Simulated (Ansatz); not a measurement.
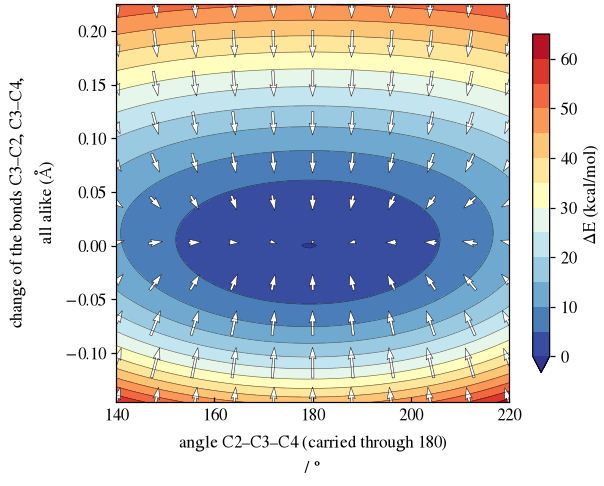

Energy landscape of C₃H₄FGa, SMILES FCC#[C][GaH2]. 
- Coordinates scanned: (1) angle C2–C3–C4 (carried through 180); (2) change of the bonds C3–C2, C3–C4, all alike.
- Nothing is relaxed (all other coordinates rigid).
- The grid has 11 × 11 points.
- Points are written as (first, second).
- All energies are given in kcal/mol relative to the lowest grid point.
- Level of theory: RKS SPW92 (LDA)/def2-TZVP in Ansatz.

The picture shows filled contours, arrows along the force (downhill), their lengths compressed. Between grid points the surface is interpolated. 

### Describe this landscape.

The lowest grid point is at (180°, 0.003 Å). It is the only kind of minimum in the scanned range. The highest grid point, (220°, −0.146 Å), lies 62.3 kcal/mol above the lowest. Round the minimum the two coordinates are nearly uncoupled.

The input of one point:

```yaml
crystal:
  periodic: [false, false, false]
  atoms:
    - { symbol: F, position_ang: [2.022691, 1.946442, -0.17546] }
    - { symbol: C, position_ang: [1.677849, 0.745874, -0.762812] }
    - { symbol: C, position_ang: [0.467477, 0.199131, -0.216127] }
    - { symbol: C, position_ang: [-0.566819, -0.280652, 0.22539] }
    - { symbol: Ga, position_ang: [-2.163288, -1.006556, 0.917872] }
    - { symbol: H, position_ang: [1.563205, 0.915828, -1.851672] }
    - { symbol: H, position_ang: [2.517508, 0.037787, -0.617134] }
    - { symbol: H, position_ang: [-2.659925, -2.359913, 0.330266] }
    - { symbol: H, position_ang: [-2.898484, -0.216041, 2.03793] }
basis:
  gaussian: { orbitals: def2-TZVP }
hamiltonian:
  xc: lda
output:
  forces: true
```

Each point was launched as `ansatz run input.yaml --threads 1 --pin off --max-ram 2560MiB --backend cpu --events-out ev --progress --plain --runs-dir out`. Time for the 121 points that were run: 7.7 min on 1 thread of Arm Neoverse V2, on a shared host.
